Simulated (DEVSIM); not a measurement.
Device: abrupt Si p-n junction, at 300 K.

```
layer (left to right)  material  thickness (μm)  Nd (cm⁻³)  Na (cm⁻³)   τn (s)   τp (s)
---------------------  --------  --------------  ---------  ---------  -------  -------
1                            Si            14.0          -     2.2e17  0.00082  0.00082
2                            Si           0.580     1.9e16          -  0.00082  0.00082
```

Left contact: ohmic. Right contact: ohmic. Voltage is applied to the left contact. Recombination: SRH at mid-gap. Mobility is constant in doping.

Constants are typed, rounded textbook-type inputs, not results; the design itself was drawn at random and stands for no fabricated device. Values at 300 K.

| parameter | Si |
|---|---|
| gap (eV) | 1.124 |
| affinity (eV) | 4.05 |
| permittivity | 11.7 |
| Nc (cm⁻³) | 2.86e19 |
| Nv (cm⁻³) | 3.1e19 |
| μn (cm²/Vs) | 1417 |
| μp (cm²/Vs) | 470 |

Model (solved in DEVSIM): 1D drift-diffusion, Boltzmann statistics, complete ionisation; no tunnelling, impact ionisation, image-force lowering or self-heating.

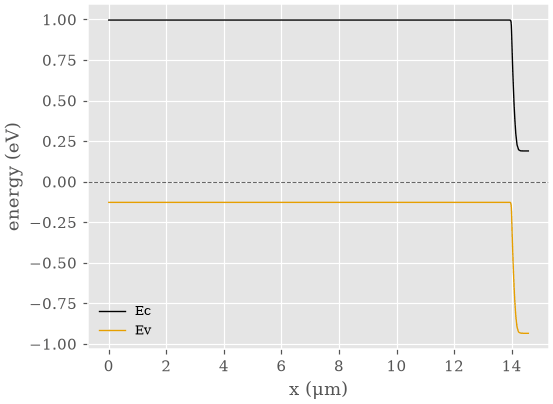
Figure. Band edges at zero bias

Energies count from the Fermi level of the right contact; mesh points crowd at the junctions.

```json
[
 {"x (μm)": "0.000", "Ec (eV)": "0.996", "Ev (eV)": "-0.128", "n (cm⁻³)": "530", "p (cm⁻³)": "2.2e17", "field (V/cm)": "≈ 0"},
 {"x (μm)": "0.02601", "Ec (eV)": "0.996", "Ev (eV)": "-0.128", "n (cm⁻³)": "530", "p (cm⁻³)": "2.2e17", "field (V/cm)": "≈ 0"},
 {"x (μm)": "0.08009", "Ec (eV)": "0.996", "Ev (eV)": "-0.128", "n (cm⁻³)": "530", "p (cm⁻³)": "2.2e17", "field (V/cm)": "≈ 0"},
 {"x (μm)": "0.1926", "Ec (eV)": "0.996", "Ev (eV)": "-0.128", "n (cm⁻³)": "530", "p (cm⁻³)": "2.2e17", "field (V/cm)": "≈ 0"},
 {"x (μm)": "0.5511", "Ec (eV)": "0.996", "Ev (eV)": "-0.128", "n (cm⁻³)": "530", "p (cm⁻³)": "2.2e17", "field (V/cm)": "≈ 0"},
 {"x (μm)": "1.172", "Ec (eV)": "0.996", "Ev (eV)": "-0.128", "n (cm⁻³)": "530", "p (cm⁻³)": "2.2e17", "field (V/cm)": "≈ 0"},
 {"x (μm)": "2.463", "Ec (eV)": "0.996", "Ev (eV)": "-0.128", "n (cm⁻³)": "530", "p (cm⁻³)": "2.2e17", "field (V/cm)": "≈ 0"},
 {"x (μm)": "6.579", "Ec (eV)": "0.996", "Ev (eV)": "-0.128", "n (cm⁻³)": "530", "p (cm⁻³)": "2.2e17", "field (V/cm)": "≈ 0"},
 {"x (μm)": "10.36", "Ec (eV)": "0.996", "Ev (eV)": "-0.128", "n (cm⁻³)": "530", "p (cm⁻³)": "2.2e17", "field (V/cm)": "≈ 0"},
 {"x (μm)": "12.26", "Ec (eV)": "0.996", "Ev (eV)": "-0.128", "n (cm⁻³)": "530", "p (cm⁻³)": "2.2e17", "field (V/cm)": "≈ 0"},
 {"x (μm)": "13.18", "Ec (eV)": "0.996", "Ev (eV)": "-0.128", "n (cm⁻³)": "530", "p (cm⁻³)": "2.2e17", "field (V/cm)": "≈ 0"},
 {"x (μm)": "13.71", "Ec (eV)": "0.996", "Ev (eV)": "-0.128", "n (cm⁻³)": "530", "p (cm⁻³)": "2.2e17", "field (V/cm)": "≈ 0"},
 {"x (μm)": "13.87", "Ec (eV)": "0.996", "Ev (eV)": "-0.128", "n (cm⁻³)": "530", "p (cm⁻³)": "2.2e17", "field (V/cm)": "≈ 0"},
 {"x (μm)": "13.95", "Ec (eV)": "0.996", "Ev (eV)": "-0.128", "n (cm⁻³)": "540", "p (cm⁻³)": "2.2e17", "field (V/cm)": "-590"},
 {"x (μm)": "14.00", "Ec (eV)": "0.931", "Ev (eV)": "-0.193", "n (cm⁻³)": "6700", "p (cm⁻³)": "1.7e16", "field (V/cm)": "-53000"},
 {"x (μm)": "14.02", "Ec (eV)": "0.798", "Ev (eV)": "-0.326", "n (cm⁻³)": "1100000", "p (cm⁻³)": "1.0e14", "field (V/cm)": "-59000"},
 {"x (μm)": "14.06", "Ec (eV)": "0.576", "Ev (eV)": "-0.548", "n (cm⁻³)": "6.1e9", "p (cm⁻³)": "1.9e10", "field (V/cm)": "-46000"},
 {"x (μm)": "14.14", "Ec (eV)": "0.294", "Ev (eV)": "-0.830", "n (cm⁻³)": "3.3e14", "p (cm⁻³)": "350000", "field (V/cm)": "-22000"},
 {"x (μm)": "14.36", "Ec (eV)": "0.189", "Ev (eV)": "-0.935", "n (cm⁻³)": "1.9e16", "p (cm⁻³)": "6100", "field (V/cm)": "-44"},
 {"x (μm)": "14.48", "Ec (eV)": "0.189", "Ev (eV)": "-0.935", "n (cm⁻³)": "1.9e16", "p (cm⁻³)": "6100", "field (V/cm)": "≈ 0"},
 {"x (μm)": "14.54", "Ec (eV)": "0.189", "Ev (eV)": "-0.935", "n (cm⁻³)": "1.9e16", "p (cm⁻³)": "6100", "field (V/cm)": "≈ 0"},
 {"x (μm)": "14.58", "Ec (eV)": "0.189", "Ev (eV)": "-0.935", "n (cm⁻³)": "1.9e16", "p (cm⁻³)": "6100", "field (V/cm)": "≈ 0"}
]
```
